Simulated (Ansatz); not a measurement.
## Molecular dynamics, with input and output: CH10O2Si (part 3 of 3)

The same run, continued: CH10O2Si; UKS B3LYP-D4/def2-SVP (Ansatz 0.2.0). It belongs to a series of runs on one base structure; here: dynamics from the highest image of the converged band.

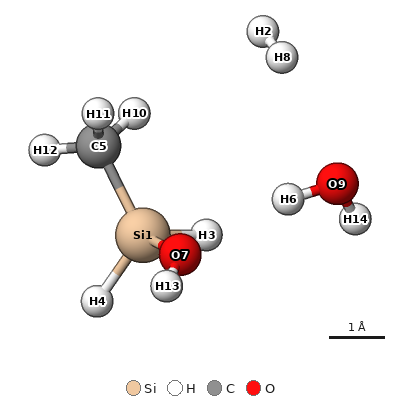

Fig. 1: The geometry at step 100 of the log (ball-and-stick view, seen at a tilt; atoms are numbered from 1 in the order of the input).

Trajectory as extended XYZ (Å, eV, eV/Å), 15 of the 201 frames kept, from step=0 to step=200:
```
14
Properties=species:S:1:pos:R:3:forces:R:3 step=0 time_fs=0.0 energy=-13165.20704 temperature=300.0
Si   -0.5569   -0.2348   -0.6820    0.0123  -0.0211  -0.0206
H     0.9448   -0.7136    0.0682    0.0035  -0.0056  -0.0038
H    -0.6750   -1.6425   -1.1812   -0.0004   0.0042  -0.0049
H    -1.9867    0.2517   -0.9714    0.0003  -0.0010   0.0005
C     0.4114    0.9927   -1.7498    0.0020   0.0130   0.0193
H    -0.1153   -0.1928    1.9222   -0.0248   0.0036  -0.0175
O    -0.9512    0.0817    1.0800   -0.0119   0.0107   0.0049
H     1.1748   -0.6994    1.2233   -0.0131   0.0086   0.0138
O     0.9449   -0.5780    2.2972    0.0337  -0.0061  -0.0096
H     1.4060    0.6115   -2.0276   -0.0001  -0.0026  -0.0007
H     0.5596    1.9264   -1.1791   -0.0009  -0.0068  -0.0035
H    -0.1583    1.2492   -2.6581   -0.0006  -0.0016  -0.0013
H    -1.8402    0.4322    1.2300    0.0048   0.0014   0.0204
H     0.8423   -1.4845    2.6285   -0.0050   0.0033   0.0031
14
Properties=species:S:1:pos:R:3:forces:R:3 step=14 time_fs=7.0 energy=-13164.98524 temperature=157.8
Si   -0.5615   -0.2145   -0.6762   -0.1816  -0.8332   0.0356
H     1.0012   -0.6773    0.1206    0.1507   0.2952  -0.4928
H    -0.4901   -1.6816   -0.9782   -0.4461   0.1370  -0.2485
H    -2.0146    0.2090   -0.9741    0.2424  -0.1264  -0.0407
C     0.4111    0.9619   -1.7642   -0.0298   1.0468   0.8558
H    -0.1624   -0.1838    1.8893    0.5832  -0.4525   0.3588
O    -0.9432    0.0799    1.0899   -0.6959   0.4668  -0.5094
H     1.1671   -0.6400    1.1438   -0.0026   0.0685   0.1515
O     0.9248   -0.5783    2.2715    0.3550  -0.7915   0.7430
H     1.4310    0.6413   -1.9376    0.4870  -0.4514  -0.2380
H     0.5551    1.8433   -1.0651   -0.3076  -0.2584  -0.8359
H    -0.0695    1.2649   -2.7180   -0.0112   0.0271   0.4389
H    -1.8508    0.3292    1.3126   -0.0102   0.0323  -0.1126
H     0.9088   -1.5328    2.5216   -0.1333   0.8398  -0.1055
14
Properties=species:S:1:pos:R:3:forces:R:3 step=29 time_fs=14.5 energy=-13165.21152 temperature=303.8
Si   -0.5692   -0.2054   -0.6666   -1.0742  -0.9165   0.6653
H     1.1396   -0.5125    0.0514    0.3265   0.0052   0.4886
H    -0.4951   -1.7055   -0.9043   -0.0045   0.4798  -0.0857
H    -1.9908    0.1218   -1.0200   -0.2576   0.0688  -0.3112
C     0.4269    0.9457   -1.7562    0.6917  -0.3109   0.1360
H    -0.0138   -0.3413    2.0039   -0.9656   0.4104  -0.0587
O    -0.9524    0.0906    1.0849   -0.2972   0.2504  -1.0242
H     1.1813   -0.5424    1.0168    0.2740   0.0692  -1.3220
O     0.9171   -0.5819    2.2621    1.7774  -1.5747   1.9786
H     1.4646    0.5567   -1.9098   -0.5716   0.3643  -0.0300
H     0.4768    1.8428   -1.1486    0.4039   0.6679   0.4193
H    -0.0290    1.2913   -2.6883   -0.2602  -0.3507  -0.3032
H    -1.8757    0.2366    1.3271   -0.0620   0.0688  -0.4777
H     0.9137   -1.5488    2.4528    0.0195   0.7679  -0.0750
14
Properties=species:S:1:pos:R:3:forces:R:3 step=43 time_fs=21.5 energy=-13165.84223 temperature=708.8
Si   -0.5956   -0.2069   -0.6482   -1.9073   0.7534  -0.1148
H     1.4096   -0.3072   -0.1449    0.2130  -0.3525   1.1014
H    -0.4982   -1.6446   -0.8913    0.4711  -0.4741   0.0184
H    -2.0231    0.0583   -1.1736    0.3815  -0.0043   0.1442
C     0.4494    0.9454   -1.7328   -0.1754   0.1601   0.1482
H    -0.0064   -0.3849    2.1379    0.4157   0.2008  -0.0921
O    -0.9704    0.1086    1.0496   -0.4512   0.1800  -1.3720
H     1.3091   -0.4453    0.6743    0.3388   0.1727  -0.9168
O     0.9427   -0.6045    2.3000    0.4191  -0.5927   1.0855
H     1.4565    0.5400   -1.9347   -0.1360   0.1879   0.0119
H     0.5383    1.9210   -1.2180    0.1858  -0.1245   0.0006
H    -0.0666    1.1563   -2.6856   -0.0438  -0.1682   0.0442
H    -1.9318    0.1851    1.1462    0.1455   0.1063  -0.1459
H     0.9291   -1.5622    2.4366    0.1432  -0.0447   0.0874
14
Properties=species:S:1:pos:R:3:forces:R:3 step=57 time_fs=28.5 energy=-13165.94060 temperature=772.8
Si   -0.6487   -0.1997   -0.6324    0.9301  -0.8970  -1.8301
H     1.8134   -0.1911   -0.3271    1.0013   0.2540  -1.7519
H    -0.3221   -1.7144   -0.8610   -0.0504   1.1343   0.3025
H    -1.9559   -0.0049   -1.2970   -0.5219  -0.0129   0.0091
C     0.4616    0.9499   -1.7030   -0.9341   0.4341   0.1970
H     0.0670   -0.3387    2.2268    0.6116  -0.4427  -0.0069
O    -1.0003    0.1323    0.9762   -0.6505   0.2627  -0.1864
H     1.5761   -0.3341    0.3206   -0.2647  -0.5909   2.4720
O     0.9896   -0.6447    2.3742    0.1303   1.2878   0.2786
H     1.4377    0.5713   -1.9618    0.5765  -0.5502  -0.0421
H     0.6703    1.9785   -1.2889   -0.6225  -0.6532  -0.3580
H    -0.1180    0.9577   -2.6524    0.1619   0.6186   0.2015
H    -1.9660    0.1887    0.9219   -0.0726   0.1971   0.6528
H     0.9806   -1.5867    2.4576   -0.2949  -1.0415   0.0621
14
Properties=species:S:1:pos:R:3:forces:R:3 step=71 time_fs=35.5 energy=-13166.20487 temperature=945.1
Si   -0.6934   -0.1992   -0.6464    0.4914   1.1299  -2.6896
H     2.3443   -0.1601   -0.4076    1.6598   0.5433  -2.8180
H    -0.1036   -1.4996   -0.7267    0.2348  -1.2170  -0.0572
H    -2.0261   -0.0902   -1.3828    0.3015  -0.2913   0.2795
C     0.4547    0.9460   -1.6753   -0.3880  -1.2130  -0.6168
H     0.1518   -0.3690    2.2650    0.3428   0.1058  -0.0939
O    -1.0496    0.1642    0.8996   -0.7998   0.4946   1.6904
H     2.0428   -0.2909    0.1908   -1.2634  -0.7391   3.2820
O     1.0552   -0.6846    2.4623   -0.2383   0.5759   0.0002
H     1.4318    0.4827   -1.9542   -0.5968   0.2573   0.3103
H     0.6135    1.9722   -1.3950    0.1284   0.7475   0.5956
H    -0.1350    0.9937   -2.6035    0.0356   0.1218  -0.3082
H    -2.0078    0.2783    0.9569    0.0578   0.1536   0.4253
H     0.9386   -1.6323    2.4732    0.0342  -0.6695   0.0003
14
Properties=species:S:1:pos:R:3:forces:R:3 step=86 time_fs=43.0 energy=-13166.51746 temperature=1143.5
Si   -0.7268   -0.1906   -0.7040    0.8026  -1.2905   0.2970
H     3.0062   -0.1846   -0.4015    0.9218   0.2625  -1.5521
H     0.0891   -1.5381   -0.6010   -0.9384   0.8880  -0.1333
H    -2.0326   -0.3108   -1.3881   -0.1600  -0.1963  -0.3102
C     0.4132    0.9325   -1.6644   -0.2267   0.3275  -0.6052
H     0.2988   -0.3335    2.2399   -0.0625   0.1794  -0.1537
O    -1.1255    0.2132    0.8648    0.4264   0.2067   0.7313
H     2.6631   -0.2947    0.2161   -0.8877  -0.3125   1.7083
O     1.1248   -0.7315    2.5583   -0.0932  -0.2250  -0.1032
H     1.3716    0.4066   -1.8562   -0.2577   0.4518   0.1408
H     0.5557    1.9695   -1.3222    0.2721  -0.1848   0.4456
H    -0.0965    1.0958   -2.6317    0.1188  -0.2518  -0.1767
H    -2.0044    0.4415    1.1815   -0.0430   0.0080  -0.2924
H     0.9264   -1.6784    2.4837    0.1274   0.1369   0.0038
14
Properties=species:S:1:pos:R:3:forces:R:3 step=100 time_fs=50.0 energy=-13166.36901 temperature=1048.5
Si   -0.7514   -0.1972   -0.7578   -2.3086   0.3633   1.6491
H     3.6477   -0.2242   -0.3673   -0.3983  -0.0879   0.6807
H    -0.0245   -1.3844   -0.5159    0.8151  -1.4349   0.2260
H    -2.0325   -0.5930   -1.4791    0.3884   0.3410   0.0342
C     0.3559    0.9388   -1.6753    0.1428   1.4103   0.2070
H     0.4981   -0.2746    2.1853   -0.5041   0.0207  -0.2472
O    -1.1879    0.2656    0.8554    1.0540  -0.2309  -0.8496
H     3.2488   -0.3126    0.3030    0.3260   0.0697  -0.6028
O     1.1826   -0.7743    2.6431    0.2879  -0.9825  -0.0386
H     1.3157    0.4489   -1.7311    0.6894  -0.4892  -0.1876
H     0.5904    1.8714   -1.0795   -0.5399  -0.4502  -0.7745
H     0.0047    1.1192   -2.7111    0.0956   0.3693   0.3571
H    -1.9883    0.6010    1.2675   -0.1250   0.0449  -0.5078
H     0.9561   -1.7209    2.4810    0.0766   1.0564   0.0541
14
Properties=species:S:1:pos:R:3:forces:R:3 step=114 time_fs=57.0 energy=-13166.19542 temperature=938.1
Si   -0.8017   -0.2092   -0.7838    0.2191  -1.6247   2.0192
H     4.2776   -0.2703   -0.2999   -1.1309  -0.1502   1.7015
H     0.0073   -1.5237   -0.4054   -0.5260   1.1831  -0.3723
H    -1.9273   -0.7456   -1.5817   -0.4153   0.2805  -0.0557
C     0.3197    0.9663   -1.6850    1.0027  -0.8936   0.1963
H     0.6620   -0.2896    2.1408   -0.0413   0.2032   0.2025
O    -1.2221    0.3122    0.8243    0.4673  -0.2943  -1.2128
H     3.8161   -0.3335    0.3956    1.0634   0.1395  -1.6539
O     1.2410   -0.8129    2.7222   -0.4831  -0.7054  -0.7176
H     1.3062    0.4346   -1.6702   -0.4067   0.2873  -0.2324
H     0.4742    1.7959   -1.0133    0.0286   0.9493   0.2168
H     0.1160    1.2785   -2.7131   -0.2911   0.0965  -0.0267
H    -2.0160    0.7754    1.1252    0.1408  -0.0598  -0.4338
H     0.9490   -1.7132    2.4515    0.3725   0.5885   0.3686
14
Properties=species:S:1:pos:R:3:forces:R:3 step=129 time_fs=64.5 energy=-13166.16753 temperature=920.4
Si   -0.8576   -0.2427   -0.7803   -0.0995   1.2387  -0.8407
H     4.9305   -0.3217   -0.1902   -1.3988  -0.1001   1.8120
H    -0.0706   -1.3487   -0.4064    0.9748  -1.4591   0.3008
H    -1.9633   -0.7486   -1.6812   -0.0811   0.3133   0.4482
C     0.3053    0.9945   -1.6788   -0.0334  -0.1406   0.3690
H     0.8216   -0.2432    2.1943    0.0323  -0.3129   0.2881
O    -1.2439    0.3528    0.7537   -0.6660   0.1517  -0.4758
H     4.4133   -0.3593    0.4811    1.3644   0.0949  -1.7902
O     1.2956   -0.8541    2.7911   -0.0658   0.4234  -0.3161
H     1.2944    0.4737   -1.7049   -0.3065   0.5828   0.0259
H     0.3372    1.8825   -1.0266    0.4472  -0.1146   0.3141
H     0.1100    1.4518   -2.6599   -0.3287  -0.5667  -0.2357
H    -2.0059    0.9533    0.7865    0.2583  -0.0633   0.1725
H     1.0055   -1.7250    2.4951   -0.0972  -0.0477  -0.0722
14
Properties=species:S:1:pos:R:3:forces:R:3 step=143 time_fs=71.5 energy=-13166.09741 temperature=876.0
Si   -0.9010   -0.2665   -0.7837    2.8235  -0.6178  -0.8401
H     5.5342   -0.3693   -0.0786   -1.6984  -0.0483   1.8928
H     0.0361   -1.4779   -0.3893   -1.0484   0.7626  -0.4418
H    -2.0767   -0.6301   -1.6158   -0.0969  -0.0952   0.0208
C     0.2816    1.0234   -1.6579   -1.2107   0.5913   0.4944
H     0.9112   -0.2242    2.2857    0.0212  -0.4291   0.2113
O    -1.2797    0.3933    0.6736   -0.8608   0.4705   0.7118
H     4.9599   -0.3862    0.5624    1.6836   0.0464  -1.8845
O     1.3474   -0.8899    2.8500    0.3525   1.4060   0.2002
H     1.2936    0.6592   -1.7438    0.6749  -0.5067  -0.1302
H     0.3656    1.9116   -0.9603   -0.2467  -0.5944  -0.5871
H    -0.0390    1.3846   -2.6608    0.0340  -0.1113   0.3744
H    -1.9127    1.1148    0.5381    0.0624   0.0549   0.4809
H     1.0395   -1.7233    2.5285   -0.4902  -0.9288  -0.5029
14
Properties=species:S:1:pos:R:3:forces:R:3 step=157 time_fs=78.5 energy=-13166.08946 temperature=870.1
Si   -0.9069   -0.2929   -0.8019    0.0166   2.1392  -0.8728
H     6.1244   -0.4166    0.0474   -1.6516   0.0071   1.5816
H    -0.1668   -1.4647   -0.5036    0.5318  -1.3330   0.3440
H    -2.2038   -0.5373   -1.5271    0.4152  -0.1857  -0.2921
C     0.2373    1.0441   -1.6283    0.2702  -1.7786  -0.6318
H     0.9323   -0.2581    2.3753    0.1207   0.1768   0.2646
O    -1.3387    0.4459    0.6126   -0.2004   0.0126   1.1495
H     5.5134   -0.4143    0.6332    1.6458  -0.0078  -1.5786
O     1.4029   -0.9215    2.9090   -0.1402   0.6447  -0.2966
H     1.3015    0.7456   -1.8124   -0.6202  -0.2038   0.0405
H     0.3191    1.8900   -0.9668   -0.3244   0.7968   0.3939
H    -0.2011    1.2908   -2.6000    0.0485   0.5124  -0.1935
H    -1.7861    1.2911    0.4879   -0.0074  -0.0146   0.1439
H     1.0284   -1.7110    2.5211   -0.1046  -0.7660  -0.0526
14
Properties=species:S:1:pos:R:3:forces:R:3 step=171 time_fs=85.5 energy=-13166.09439 temperature=871.7
Si   -0.9050   -0.2954   -0.8305   -0.5319   0.0912   0.8615
H     6.7014   -0.4627    0.1820   -1.1300   0.0348   0.9310
H    -0.3215   -1.7290   -0.5449   -0.2221   1.3348  -0.0116
H    -2.1801   -0.5293   -1.5754    0.2157  -0.1224  -0.3933
C     0.1853    1.0285   -1.6113   -0.0378  -0.0083  -0.9970
H     0.9675   -0.2321    2.5390   -0.2850   0.0900  -0.1675
O    -1.4052    0.4995    0.5823    0.2666  -0.8741   0.4342
H     6.0775   -0.4440    0.6968    1.1274  -0.0352  -0.9297
O     1.4514   -0.9514    2.9569    0.0060  -0.6551  -0.1203
H     1.2153    0.7170   -1.8874   -0.2401   0.3115   0.2813
H     0.1500    1.9432   -0.9828    0.4430  -0.4632   0.1060
H    -0.3123    1.3631   -2.5445    0.1741  -0.2122  -0.0674
H    -1.6424    1.4309    0.5125    0.0526  -0.1008  -0.1245
H     1.0554   -1.7613    2.5749    0.1615   0.6088   0.1974
14
Properties=species:S:1:pos:R:3:forces:R:3 step=186 time_fs=93.0 energy=-13166.07524 temperature=859.0
Si   -0.9162   -0.2885   -0.8487   -2.1714   1.5284   0.4635
H     7.3247   -0.5112    0.3181   -0.8611   0.0463   0.6032
H    -0.4788   -1.6090   -0.5352    0.8694  -0.9268   0.6098
H    -2.0476   -0.5746   -1.8051    0.0204   0.0961   0.1704
C     0.1233    1.0069   -1.6316   -0.0798   1.4627   0.0156
H     0.9507   -0.2526    2.7108   -0.2931   0.1596  -0.1333
O    -1.4695    0.5321    0.5633    0.2578  -0.9957  -0.3778
H     6.6755   -0.4769    0.7737    0.8596  -0.0465  -0.6024
O     1.5049   -0.9812    3.0056   -0.2533  -1.0828  -0.3645
H     1.1390    0.7646   -1.8768    0.9713  -0.2432  -0.2220
H     0.1431    1.8782   -0.9108    0.1793  -0.6582  -0.5708
H    -0.3682    1.3805   -2.5488    0.0913  -0.1066   0.0597
H    -1.4581    1.4955    0.4900   -0.0316  -0.1918  -0.0617
H     1.0536   -1.7793    2.6315    0.4413   0.9584   0.4102
14
Properties=species:S:1:pos:R:3:forces:R:3 step=200 time_fs=100.0 energy=-13166.04375 temperature=837.6
Si   -0.9566   -0.2671   -0.8555   -0.1215  -1.1851   0.6176
H     7.8867   -0.5544    0.4554    0.6436  -0.0446  -0.3863
H    -0.3501   -1.6089   -0.3314   -0.2897   0.9983  -0.4420
H    -1.9309   -0.5976   -1.9540   -0.2837  -0.1407   0.5246
C     0.0916    1.0126   -1.6686    1.6438  -0.4882  -0.3370
H     0.9095   -0.3076    2.8689    0.0831   0.2701   0.0929
O    -1.5221    0.5342    0.5362    0.0481  -0.2860  -0.4950
H     7.2524   -0.5097    0.8356   -0.6446   0.0444   0.3867
O     1.5536   -1.0074    3.0482   -0.7438  -0.5811  -0.4996
H     1.1580    0.7786   -1.8888   -0.4449  -0.3404  -0.2453
H     0.2260    1.7619   -0.9067   -0.1825   1.1330   0.3017
H    -0.3946    1.3668   -2.5811   -0.0105   0.3832  -0.0380
H    -1.3051    1.4741    0.4470   -0.2728  -0.0994   0.1966
H     1.0462   -1.7694    2.6887    0.5751   0.3364   0.3229
```

This output came from the following input.

The input:
```yaml
crystal:
  periodic: [false, false, false]
  atoms:
    - { symbol: Si, position_ang: [-0.556903, -0.23484, -0.682024] }
    - { symbol: H, position_ang: [0.944774, -0.713582, 0.068197] }
    - { symbol: H, position_ang: [-0.674969, -1.642464, -1.181201] }
    - { symbol: H, position_ang: [-1.986722, 0.251662, -0.971446] }
    - { symbol: C, position_ang: [0.411429, 0.992715, -1.749848] }
    - { symbol: H, position_ang: [-0.115343, -0.192751, 1.922214] }
    - { symbol: O, position_ang: [-0.951201, 0.081739, 1.080033] }
    - { symbol: H, position_ang: [1.174796, -0.699387, 1.223342] }
    - { symbol: O, position_ang: [0.944912, -0.578018, 2.297161] }
    - { symbol: H, position_ang: [1.405988, 0.611493, -2.027621] }
    - { symbol: H, position_ang: [0.559591, 1.926381, -1.179077] }
    - { symbol: H, position_ang: [-0.158284, 1.249176, -2.658127] }
    - { symbol: H, position_ang: [-1.84025, 0.4322, 1.230005] }
    - { symbol: H, position_ang: [0.842286, -1.484521, 2.628492] }
magnetization:
  spin_polarized: true
basis:
  gaussian: { orbitals: def2-SVP }
hamiltonian:
  xc: b3lyp
  dispersion: d4
md:
  timestep: 0.5
  n_steps: 200
  ensemble: nve
  temperature: 300.0
  initial_velocities: maxwell_boltzmann
  seed: 11244
```

Launched with:
```bash
ansatz run input.yaml --threads 4 --pin off --max-ram 5120MiB --backend cpu --events-out ev --progress --plain --runs-dir out
```

Key numbers:

```tsv
quantity	value
outcome	finished
mean temperature over the second half	910 K
trajectory	200 steps, 100 fs
ensemble	nve
temperature in the input	300.0 K
time step	0.5 fs
potential energy (last step)	−13166.0441 eV
mean-field energy (last step)	−13165.7976 eV
largest force (length of the vector) (last step)	1.748 eV/Å
hardware	4 threads of Arm Neoverse N1, 16 GiB of memory available, shared host
wall time	11 min (CPU time 41 min)
peak memory	0.32 GiB
```

So short a trajectory is not equilibrated.
